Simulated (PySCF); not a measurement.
**C3H8FN3Si: density, localisation and related maps**

```yaml
atoms:
  - { symbol: N, position_ang: [-2.0984, 1.8911, -1.2376] }
  - { symbol: C, position_ang: [-1.8803, 0.8495, -0.8175] }
  - { symbol: C, position_ang: [-1.5691, -0.4348, -0.2552] }
  - { symbol: C, position_ang: [-1.0261, -0.2781, 1.1840] }
  - { symbol: N, position_ang: [0.1482, 0.5508, 1.2644] }
  - { symbol: Si, position_ang: [1.7034, 0.0348, 0.7548] }
  - { symbol: N, position_ang: [1.8261, -0.2294, -0.9445] }
  - { symbol: F, position_ang: [1.8839, -1.4529, 1.3420] }
  - { symbol: H, position_ang: [-0.8005, -0.9062, -0.8728] }
  - { symbol: H, position_ang: [-2.4671, -1.0569, -0.2543] }
  - { symbol: H, position_ang: [-0.7609, -1.2686, 1.5579] }
  - { symbol: H, position_ang: [-1.8077, 0.1420, 1.8253] }
  - { symbol: H, position_ang: [-0.0719, 1.5278, 1.1512] }
  - { symbol: H, position_ang: [2.6759, 0.8801, 1.4223] }
  - { symbol: H, position_ang: [1.6394, 0.5364, -1.5715] }
  - { symbol: H, position_ang: [2.5975, -0.7767, -1.2926] }
```

Geometry: GFN2-xTB.

These are results of PySCF 2.14.0, PBE0/pcSseg-1, SCF density, gas phase, non-relativistic, not measurements.

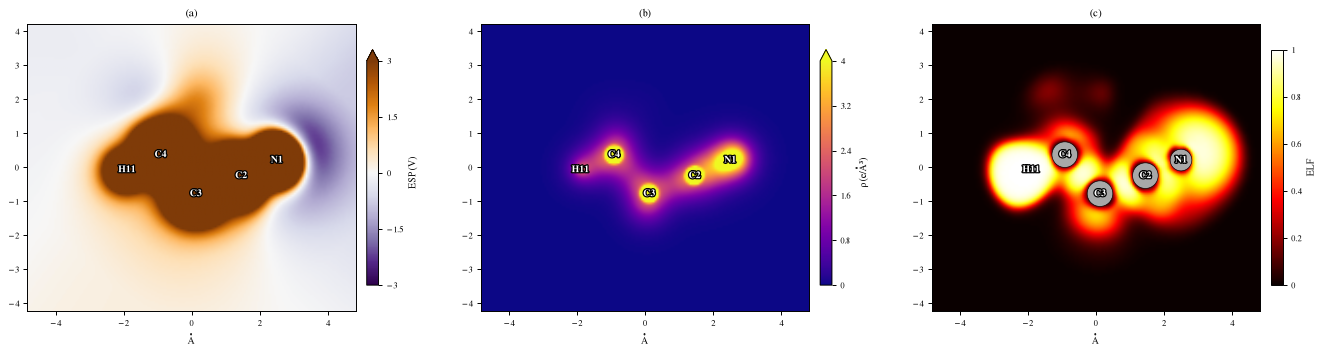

Figure 1. (a) molecular electrostatic potential; (b) electron density; (c) electron localisation function on the plane of atoms C2, C3 and C4. Grey discs cover the atomic cores in the ELF map.

Interpret the plot.

Atoms in the plane: N, C and H.
C–N (1.14 Å): the density is about 3.6 e/Å³ at the midpoint; the ELF peaks at about 0.85 between the atoms; a multiple bond.
C–C (1.44 Å): ρ at the midpoint is about 1.9 e/Å³; the ELF peaks at about 0.95 between the atoms (localised, covalent bonding).
C–C (1.55 Å): the density is about 1.6 e/Å³ at the midpoint; the ELF peaks at about 0.95 between the atoms, as expected for localised, covalent bonding.
C–H (1.09 Å): the density is about 2 e/Å³ at the midpoint; the ELF climbs to about 1 towards the hydrogen, as it does in any bond to H (a covalent bond by its length).
The ELF also peaks beside N1, away from the bonds: lone-pair regions.
Outside the dense part of the molecule the potential is most negative (−2.2 V) near N1.

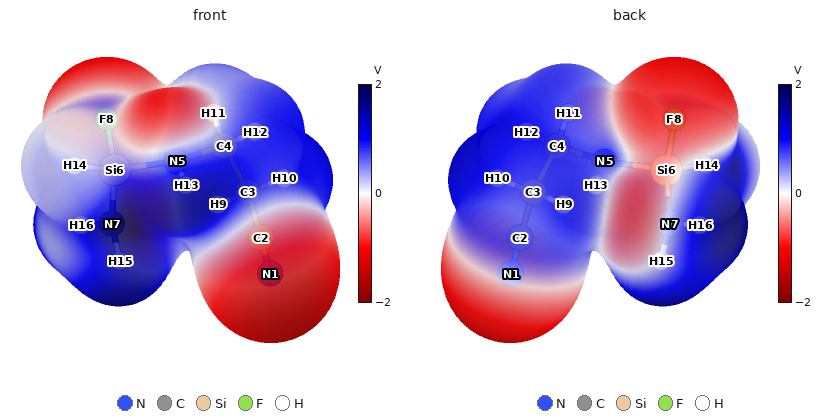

Figure 2. The electrostatic potential painted on the density surface at 0.002 e/bohr³, seen from the front and from behind; red is negative and blue positive.

Describe the electrostatic potential map.

The most negative region (about −1.8 V) lies over N1, the most positive (about +1.9 V) over Si6 and H16. N1 is the likeliest acceptor of a hydrogen bond.
